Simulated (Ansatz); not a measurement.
# Geometry relaxation, with input and output: Si3H10O (part 4 of 5)

Si3H10O; RKS PBE0-D4/def2-TZVP (Ansatz 0.2.0). The geometry is a transition state displaced along its imaginary mode. The reaction was set up to form Si1–O7 and H2–H6 and to break Si1–H2 and H6–O7 (atoms counted from 1 in the order of the input); sticks are drawn by distance alone.

Geometry of the input (Å):
```
Si -0.9306  0.1701  0.2436
H  -0.4939  -1.6368  0.7272
H  -0.9035  1.4311  -0.5213
H  -2.3781  -0.1861  0.3714
Si 0.0035  0.7569  2.3423
H  -0.2035  -1.5803  0.0047
O  -0.0517  -0.7013  -1.0225
Si 0.8614  -0.3093  -2.3498
H  -0.2541  2.1922  2.6734
H  1.4771  0.5695  2.2632
H  -0.5089  -0.0777  3.4640
H  -0.0365  0.1271  -3.4484
H  1.6079  -1.5285  -2.7541
H  1.8108  0.7733  -1.9940
```

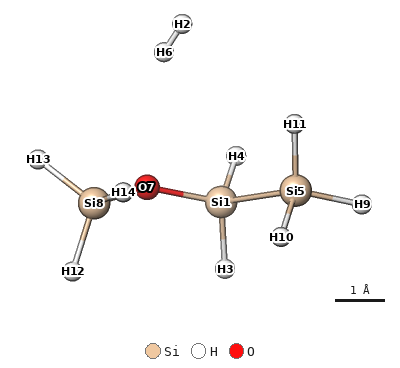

**Figure 1.** The geometry at step 63 of the log (ball-and-stick view, seen at a tilt; atoms are numbered from 1 in the order of the input).

### Trajectory as extended XYZ, continued
```
14
Properties=species:S:1:pos:R:3:forces:R:3 step=47 energy=-25833.41370
Si   -1.1268    0.7219    0.0431    0.0091  -0.0201  -0.0199
H    -0.4352   -3.0820    0.9702    0.0000  -0.0056   0.0070
H    -1.4293    2.0320   -0.6020    0.0034  -0.0042   0.0065
H    -2.4151    0.0635    0.3845    0.0068   0.0029   0.0027
Si    0.1619    1.0649    1.9720   -0.0041   0.0096   0.0019
H    -0.4583   -2.6043    0.3971   -0.0002   0.0054  -0.0072
O    -0.3373   -0.2500   -1.0212   -0.0125   0.0167   0.0112
Si    0.8986   -0.3261   -2.0903    0.0185   0.0083  -0.0176
H    -0.5675    1.9760    2.8962   -0.0025   0.0021   0.0043
H     1.4665    1.6899    1.6218    0.0017   0.0022  -0.0051
H     0.4250   -0.2199    2.6732   -0.0014  -0.0066  -0.0027
H     0.6593    0.6142   -3.2181    0.0045  -0.0162   0.0213
H     0.9787   -1.7155   -2.6029   -0.0020   0.0122   0.0048
H     2.1793    0.0354   -1.4238   -0.0212  -0.0067  -0.0072
14
Properties=species:S:1:pos:R:3:forces:R:3 step=49 energy=-25833.41400
Si   -1.1392    0.7117    0.0467    0.0111  -0.0178  -0.0233
H    -0.4423   -3.0877    0.9551    0.0004  -0.0076   0.0105
H    -1.4725    2.0171   -0.5935    0.0032  -0.0133   0.0082
H    -2.4109    0.0305    0.4068    0.0119   0.0084  -0.0032
Si    0.1700    1.0774    1.9579   -0.0088   0.0054  -0.0080
H    -0.4741   -2.6055    0.3864   -0.0003   0.0074  -0.0106
O    -0.3485   -0.2462   -1.0295   -0.0180   0.0195   0.0167
Si    0.9053   -0.3259   -2.0773    0.0192   0.0145  -0.0131
H    -0.5538    1.9924    2.8828    0.0009   0.0005   0.0049
H     1.4670    1.7054    1.5853    0.0001   0.0019   0.0010
H     0.4464   -0.2014    2.6649    0.0027  -0.0032   0.0002
H     0.7115    0.6509   -3.1832    0.0062  -0.0231   0.0259
H     0.9592   -1.7028   -2.6260    0.0000   0.0155   0.0050
H     2.1817   -0.0158   -1.3764   -0.0286  -0.0080  -0.0142
14
Properties=species:S:1:pos:R:3:forces:R:3 step=51 energy=-25833.41438
Si   -1.1475    0.7073    0.0467    0.0067   0.0115   0.0130
H    -0.4470   -3.0929    0.9463   -0.0011   0.0216  -0.0248
H    -1.4966    2.0092   -0.5898   -0.0039   0.0033  -0.0032
H    -2.4098    0.0186    0.4216    0.0007  -0.0005   0.0030
Si    0.1772    1.0914    1.9437    0.0077  -0.0068   0.0163
H    -0.4823   -2.6152    0.3722    0.0011  -0.0212   0.0252
O    -0.3630   -0.2450   -1.0361    0.0301  -0.0065  -0.0415
Si    0.9074   -0.3312   -2.0650   -0.0062  -0.0027   0.0184
H    -0.5593    1.9815    2.8841    0.0090  -0.0076  -0.0048
H     1.4562    1.7546    1.5645   -0.0221  -0.0092   0.0022
H     0.4929   -0.1868    2.6389   -0.0031   0.0215  -0.0116
H     0.7620    0.6790   -3.1473    0.0006  -0.0182   0.0195
H     0.9321   -1.6950   -2.6479    0.0043   0.0213   0.0040
H     2.1775   -0.0752   -1.3320   -0.0238  -0.0066  -0.0157
14
Properties=species:S:1:pos:R:3:forces:R:3 step=52 energy=-25833.41451
Si   -1.1501    0.7068    0.0465   -0.0049   0.0062   0.0234
H    -0.4479   -3.0935    0.9426   -0.0006   0.0159  -0.0180
H    -1.5075    2.0067   -0.5894   -0.0009   0.0026  -0.0009
H    -2.4078    0.0134    0.4286   -0.0017  -0.0005  -0.0024
Si    0.1785    1.0949    1.9400    0.0133  -0.0002   0.0055
H    -0.4855   -2.6166    0.3684    0.0005  -0.0154   0.0185
O    -0.3674   -0.2434   -1.0393    0.0326  -0.0067  -0.0403
Si    0.9088   -0.3330   -2.0605   -0.0043  -0.0002   0.0148
H    -0.5589    1.9789    2.8853    0.0078  -0.0078  -0.0053
H     1.4503    1.7674    1.5535   -0.0172  -0.0083   0.0081
H     0.5070   -0.1819    2.6317   -0.0046   0.0198  -0.0124
H     0.7800    0.6881   -3.1348    0.0020  -0.0203   0.0218
H     0.9237   -1.6917   -2.6558    0.0051   0.0216   0.0054
H     2.1766   -0.0961   -1.3168   -0.0270  -0.0068  -0.0181
14
Properties=species:S:1:pos:R:3:forces:R:3 step=54 energy=-25833.41490
Si   -1.1608    0.7045    0.0455   -0.0194   0.0065   0.0151
H    -0.4485   -3.0896    0.9354    0.0027  -0.0150   0.0195
H    -1.5394    2.0005   -0.5867    0.0031  -0.0015   0.0026
H    -2.4074    0.0001    0.4438    0.0015  -0.0011  -0.0021
Si    0.1857    1.1072    1.9231    0.0157   0.0022   0.0052
H    -0.4954   -2.6186    0.3589   -0.0030   0.0155  -0.0187
O    -0.3853   -0.2391   -1.0513    0.0192  -0.0048  -0.0164
Si    0.9112   -0.3415   -2.0441    0.0103   0.0107  -0.0076
H    -0.5608    1.9566    2.8924    0.0026  -0.0052  -0.0067
H     1.4307    1.8218    1.5269   -0.0080  -0.0044   0.0040
H     0.5635   -0.1674    2.5920   -0.0055   0.0093  -0.0077
H     0.8410    0.7157   -3.0888    0.0047  -0.0212   0.0206
H     0.8973   -1.6801   -2.6822    0.0023   0.0122   0.0063
H     2.1682   -0.1699   -1.2651   -0.0263  -0.0032  -0.0141
14
Properties=species:S:1:pos:R:3:forces:R:3 step=56 energy=-25833.41511
Si   -1.1706    0.7027    0.0434   -0.0004  -0.0035  -0.0011
H    -0.4477   -3.0808    0.9410    0.0015  -0.0017   0.0033
H    -1.5613    1.9976   -0.5834   -0.0006  -0.0039   0.0023
H    -2.4090   -0.0105    0.4514    0.0021   0.0010  -0.0009
Si    0.1924    1.1116    1.9079    0.0065   0.0012   0.0093
H    -0.5066   -2.6155    0.3601   -0.0017   0.0021  -0.0029
O    -0.3991   -0.2350   -1.0625   -0.0018   0.0086  -0.0016
Si    0.9129   -0.3450   -2.0333    0.0157   0.0085  -0.0067
H    -0.5603    1.9330    2.8965    0.0057  -0.0051  -0.0073
H     1.4171    1.8575    1.5059   -0.0075  -0.0061   0.0027
H     0.6042   -0.1633    2.5557   -0.0038   0.0099  -0.0056
H     0.8869    0.7346   -3.0562    0.0004  -0.0172   0.0141
H     0.8836   -1.6695   -2.6990   -0.0001   0.0067   0.0022
H     2.1575   -0.2171   -1.2276   -0.0161  -0.0004  -0.0077
14
Properties=species:S:1:pos:R:3:forces:R:3 step=58 energy=-25833.41527
Si   -1.1823    0.6987    0.0397    0.0125  -0.0200  -0.0092
H    -0.4435   -3.0625    0.9566   -0.0027   0.0219  -0.0264
H    -1.5918    1.9925   -0.5768   -0.0002  -0.0025   0.0015
H    -2.4093   -0.0277    0.4584    0.0004   0.0012  -0.0023
Si    0.1992    1.1101    1.8904    0.0010   0.0013  -0.0030
H    -0.5239   -2.6074    0.3690    0.0030  -0.0217   0.0259
O    -0.4148   -0.2275   -1.0797   -0.0074   0.0245   0.0025
Si    0.9167   -0.3440   -2.0234    0.0041  -0.0003   0.0064
H    -0.5508    1.9131    2.8956    0.0043  -0.0021  -0.0032
H     1.4077    1.8752    1.4769   -0.0020  -0.0031   0.0050
H     0.6366   -0.1647    2.5207   -0.0024   0.0063  -0.0016
H     0.9369    0.7549   -3.0251   -0.0026  -0.0104   0.0110
H     0.8758   -1.6540   -2.7165    0.0033   0.0056   0.0029
H     2.1436   -0.2567   -1.1859   -0.0113  -0.0007  -0.0096
14
Properties=species:S:1:pos:R:3:forces:R:3 step=59 energy=-25833.41535
Si   -1.1883    0.6946    0.0383    0.0120  -0.0094  -0.0178
H    -0.4393   -3.0513    0.9634   -0.0039   0.0241  -0.0297
H    -1.6071    1.9890   -0.5707   -0.0009  -0.0026  -0.0008
H    -2.4105   -0.0381    0.4602    0.0047   0.0003   0.0022
Si    0.2024    1.1098    1.8814    0.0044  -0.0077   0.0054
H    -0.5322   -2.6041    0.3715    0.0044  -0.0242   0.0288
O    -0.4236   -0.2237   -1.0896    0.0019   0.0244   0.0000
Si    0.9181   -0.3431   -2.0192   -0.0004   0.0002   0.0143
H    -0.5430    1.9090    2.8926   -0.0022   0.0005  -0.0032
H     1.4078    1.8781    1.4654   -0.0032  -0.0013  -0.0033
H     0.6464   -0.1643    2.5082   -0.0009   0.0020   0.0005
H     0.9593    0.7644   -3.0110   -0.0038  -0.0133   0.0129
H     0.8741   -1.6468   -2.7241    0.0037   0.0080   0.0036
H     2.1359   -0.2733   -1.1664   -0.0158  -0.0008  -0.0130
14
Properties=species:S:1:pos:R:3:forces:R:3 step=61 energy=-25833.41557
Si   -1.1979    0.6905    0.0365   -0.0042  -0.0032  -0.0010
H    -0.4222   -3.0245    0.9712   -0.0061   0.0247  -0.0343
H    -1.6352    1.9858   -0.5574    0.0012  -0.0052   0.0009
H    -2.4085   -0.0547    0.4703    0.0022   0.0013  -0.0028
Si    0.2081    1.1058    1.8681    0.0003  -0.0038  -0.0130
H    -0.5452   -2.6063    0.3636    0.0068  -0.0248   0.0332
O    -0.4420   -0.2128   -1.1085    0.0380   0.0102  -0.0210
Si    0.9192   -0.3416   -2.0097   -0.0185   0.0116   0.0236
H    -0.5303    1.9110    2.8794   -0.0008   0.0012   0.0025
H     1.4102    1.8710    1.4375    0.0023   0.0001   0.0041
H     0.6545   -0.1662    2.4968    0.0019   0.0008   0.0025
H     0.9967    0.7767   -2.9875   -0.0018  -0.0191   0.0159
H     0.8732   -1.6364   -2.7306    0.0019   0.0066   0.0046
H     2.1193   -0.2982   -1.1298   -0.0234  -0.0004  -0.0153
14
Properties=species:S:1:pos:R:3:forces:R:3 step=63 energy=-25833.41582
Si   -1.2058    0.6933    0.0354   -0.0137  -0.0018   0.0069
H    -0.3948   -3.0026    0.9652   -0.0096   0.0267  -0.0438
H    -1.6496    1.9900   -0.5501    0.0027  -0.0011   0.0030
H    -2.4122   -0.0555    0.4742   -0.0007   0.0002  -0.0008
Si    0.2105    1.1029    1.8603    0.0080   0.0082   0.0050
H    -0.5467   -2.6199    0.3406    0.0102  -0.0264   0.0436
O    -0.4567   -0.2026   -1.1190    0.0283   0.0008  -0.0184
Si    0.9158   -0.3427   -1.9998   -0.0247   0.0031   0.0133
H    -0.5185    1.9166    2.8722   -0.0018  -0.0021  -0.0034
H     1.4170    1.8592    1.4258   -0.0007   0.0004  -0.0007
H     0.6523   -0.1678    2.4948   -0.0022  -0.0037  -0.0037
H     1.0122    0.7710   -2.9788    0.0025  -0.0001  -0.0033
H     0.8742   -1.6389   -2.7170   -0.0012  -0.0055  -0.0017
H     2.1022   -0.3029   -1.1041    0.0028   0.0011   0.0040
14
Properties=species:S:1:pos:R:3:forces:R:3 step=64 energy=-25833.41591
Si   -1.2106    0.6949    0.0358   -0.0023   0.0085   0.0032
H    -0.3784   -2.9921    0.9607   -0.0131   0.0302  -0.0526
H    -1.6550    1.9938   -0.5440   -0.0023  -0.0002  -0.0004
H    -2.4163   -0.0548    0.4748    0.0010  -0.0002   0.0034
Si    0.2131    1.1022    1.8555   -0.0060  -0.0010   0.0068
H    -0.5473   -2.6246    0.3311    0.0136  -0.0299   0.0527
O    -0.4646   -0.1969   -1.1237    0.0167  -0.0008  -0.0167
Si    0.9138   -0.3436   -1.9936   -0.0227  -0.0038   0.0071
H    -0.5149    1.9160    2.8681    0.0043  -0.0028  -0.0007
H     1.4204    1.8566    1.4199   -0.0041  -0.0008  -0.0017
H     0.6519   -0.1712    2.4870    0.0020   0.0008   0.0006
H     1.0212    0.7664   -2.9750    0.0030   0.0061  -0.0078
H     0.8737   -1.6415   -2.7076   -0.0009  -0.0075  -0.0026
H     2.0929   -0.3050   -1.0891    0.0106   0.0015   0.0089
14
Properties=species:S:1:pos:R:3:forces:R:3 step=66 energy=-25833.41624
Si   -1.2275    0.7080    0.0313    0.0021  -0.0049  -0.0027
H    -0.3146   -2.9570    0.9402   -0.0408   0.0581  -0.1115
H    -1.6809    2.0126   -0.5280    0.0000  -0.0012  -0.0021
H    -2.4273   -0.0473    0.4771    0.0007  -0.0027  -0.0007
Si    0.2153    1.0967    1.8412    0.0057  -0.0093   0.0013
H    -0.5519   -2.6283    0.3089    0.0413  -0.0575   0.1114
O    -0.4941   -0.1695   -1.1483    0.0032   0.0253   0.0050
Si    0.9068   -0.3513   -1.9741    0.0124  -0.0051  -0.0026
H    -0.4995    1.8940    2.8758   -0.0041  -0.0023  -0.0051
H     1.4139    1.8611    1.3996    0.0006   0.0020  -0.0004
H     0.6682   -0.1833    2.4498   -0.0012   0.0044  -0.0029
H     1.0664    0.7434   -2.9681   -0.0067  -0.0143   0.0162
H     0.8658   -1.6585   -2.6729    0.0005   0.0076   0.0057
H     2.0595   -0.3205   -1.0326   -0.0138   0.0000  -0.0115
14
Properties=species:S:1:pos:R:3:forces:R:3 step=68 energy=-25833.41690
Si   -1.2301    0.7124    0.0309   -0.0055  -0.0101  -0.0178
H    -0.2969   -2.9379    0.9306   -0.0008   0.0031  -0.0046
H    -1.6903    2.0196   -0.5164   -0.0011  -0.0013   0.0013
H    -2.4251   -0.0501    0.4777    0.0007   0.0001  -0.0001
Si    0.2184    1.0925    1.8361    0.0064   0.0034   0.0089
H    -0.5637   -2.6275    0.3060    0.0017  -0.0022   0.0039
O    -0.5013   -0.1527   -1.1603    0.0060   0.0150   0.0055
Si    0.9063   -0.3544   -1.9696   -0.0064  -0.0016   0.0023
H    -0.5025    1.8776    2.8758    0.0006  -0.0015   0.0006
H     1.4108    1.8688    1.3987   -0.0005   0.0001   0.0005
H     0.6800   -0.1883    2.4355    0.0006  -0.0003  -0.0017
H     1.0801    0.7281   -2.9727    0.0007  -0.0027  -0.0006
H     0.8645   -1.6686   -2.6540   -0.0001  -0.0008   0.0014
H     2.0497   -0.3195   -1.0184   -0.0023  -0.0011   0.0003
14
Properties=species:S:1:pos:R:3:forces:R:3 step=70 energy=-25833.41545 accepted=F
Si   -1.2568    0.7382    0.0250   -0.0441   0.0050  -0.1128
H    -0.1939   -2.8192    0.8629   -0.1666   0.0920  -0.2582
H    -1.7643    2.0617   -0.4424    0.0135  -0.0520   0.0086
H    -2.4219   -0.0679    0.4800    0.0183   0.0073  -0.0106
Si    0.2292    1.0777    1.8047    0.0574  -0.0076   0.0604
H    -0.5930   -2.6119    0.2555    0.1672  -0.0915   0.2558
O    -0.5557   -0.0486   -1.2385    0.2047  -0.0060  -0.0109
Si    0.8986   -0.3771   -1.9319   -0.1755   0.0728   0.0438
H    -0.4869    1.7879    2.9040    0.0132  -0.0251  -0.0451
H     1.3870    1.9130    1.3782   -0.0207  -0.0144   0.0086
H     0.7462   -0.2170    2.3296   -0.0066   0.0327  -0.0082
H     1.1865    0.6248   -2.9966   -0.0122  -0.0628   0.0687
H     0.8494   -1.7367   -2.5270   -0.0195   0.0403   0.0195
H     1.9754   -0.3248   -0.9036   -0.0290   0.0094  -0.0198
14
Properties=species:S:1:pos:R:3:forces:R:3 step=71 energy=-25833.41308 accepted=F
Si   -1.2458    0.7380    0.0160    0.0672  -0.0263   0.1691
H    -0.2356   -2.8747    0.9102    0.0131  -0.0032   0.0182
H    -1.7378    2.0427   -0.5002   -0.0001   0.0565   0.0180
H    -2.4205   -0.0532    0.4657   -0.0141   0.0078   0.0306
Si    0.2441    1.0787    1.8131   -0.1531   0.0651  -0.0800
H    -0.5923   -2.6706    0.2878   -0.0116   0.0083  -0.0207
O    -0.5286   -0.0879   -1.2019   -0.0791  -0.0362  -0.0474
Si    0.8982   -0.3594   -1.9424    0.0228  -0.0481  -0.0618
H    -0.5039    1.8127    2.8692    0.0164   0.0158   0.0511
H     1.4143    1.9028    1.4054   -0.0003  -0.0096  -0.0156
H     0.7346   -0.2041    2.3799    0.0044  -0.0332  -0.0155
H     1.1349    0.6776   -2.9710    0.0351   0.0661  -0.0893
H     0.8381   -1.6938   -2.5821    0.0387  -0.0331  -0.0030
H     2.0003   -0.3089   -0.9498    0.0605  -0.0299   0.0464
14
Properties=species:S:1:pos:R:3:forces:R:3 step=73 energy=-25833.41631 accepted=F
Si   -1.2627    0.7484    0.0196    0.0133  -0.0067   0.0139
H    -0.1849   -2.8048    0.8774   -0.2477   0.0840  -0.3753
H    -1.7804    2.0655   -0.4464    0.0084  -0.0087   0.0124
H    -2.4214   -0.0691    0.4686    0.0076   0.0066   0.0038
Si    0.2377    1.0764    1.7982   -0.0346   0.0151  -0.0025
H    -0.6012   -2.6725    0.2557    0.2490  -0.0794   0.3725
O    -0.5505   -0.0265   -1.2400    0.0732  -0.0143  -0.0410
Si    0.8970   -0.3698   -1.9246   -0.0675   0.0180  -0.0052
H    -0.4841    1.7803    2.8947    0.0128  -0.0050   0.0027
H     1.3920    1.9167    1.3756   -0.0087  -0.0081  -0.0002
H     0.7568   -0.2170    2.3203   -0.0044   0.0084  -0.0108
H     1.2020    0.6256   -2.9858   -0.0013  -0.0199   0.0166
H     0.8301   -1.7274   -2.5193    0.0015   0.0130   0.0089
H     1.9695   -0.3256   -0.8940   -0.0017  -0.0031   0.0042
14
Properties=species:S:1:pos:R:3:forces:R:3 step=75 energy=-25833.41843
Si   -1.2482    0.7318    0.0257   -0.0014   0.0006  -0.0035
H    -0.2343   -2.8676    0.8994    0.0027   0.0031  -0.0002
H    -1.7407    2.0451   -0.4758   -0.0006  -0.0003   0.0024
H    -2.4225   -0.0609    0.4754   -0.0024  -0.0038  -0.0009
Si    0.2259    1.0854    1.8172    0.0039   0.0008   0.0003
H    -0.5832   -2.6475    0.2773   -0.0015   0.0002  -0.0021
O    -0.5282   -0.0826   -1.2046    0.0089   0.0033  -0.0003
Si    0.9020   -0.3639   -1.9469   -0.0067   0.0038   0.0069
H    -0.4911    1.8274    2.8908   -0.0005  -0.0013  -0.0004
H     1.3981    1.8941    1.3840   -0.0006   0.0016   0.0013
H     0.7192   -0.2034    2.3730   -0.0002  -0.0003  -0.0016
H     1.1490    0.6712   -2.9835    0.0029  -0.0036   0.0000
H     0.8471   -1.7024   -2.5817   -0.0019  -0.0031   0.0004
H     2.0068   -0.3267   -0.9506   -0.0026  -0.0009  -0.0023
14
Properties=species:S:1:pos:R:3:forces:R:3 step=76 energy=-25833.41904
Si   -1.2536    0.7368    0.0257    0.0117   0.0134  -0.0121
H    -0.2102   -2.8280    0.8843   -0.0409   0.0241  -0.0719
H    -1.7608    2.0523   -0.4547   -0.0031  -0.0027   0.0004
H    -2.4185   -0.0715    0.4722   -0.0013  -0.0067   0.0009
Si    0.2277    1.0841    1.8132    0.0007  -0.0087   0.0013
H    -0.5911   -2.6508    0.2643    0.0422  -0.0210   0.0695
O    -0.5333   -0.0513   -1.2214    0.0188  -0.0023  -0.0056
Si    0.9008   -0.3701   -1.9412   -0.0144   0.0182   0.0168
H    -0.4908    1.8078    2.8985    0.0018  -0.0040  -0.0036
H     1.3920    1.9070    1.3849   -0.0051  -0.0005  -0.0003
H     0.7334   -0.2075    2.3517    0.0011   0.0046   0.0008
H     1.1774    0.6440   -2.9919   -0.0005  -0.0137   0.0115
H     0.8337   -1.7180   -2.5555   -0.0045  -0.0001   0.0021
H     1.9931   -0.3347   -0.9303   -0.0066  -0.0007  -0.0098
```
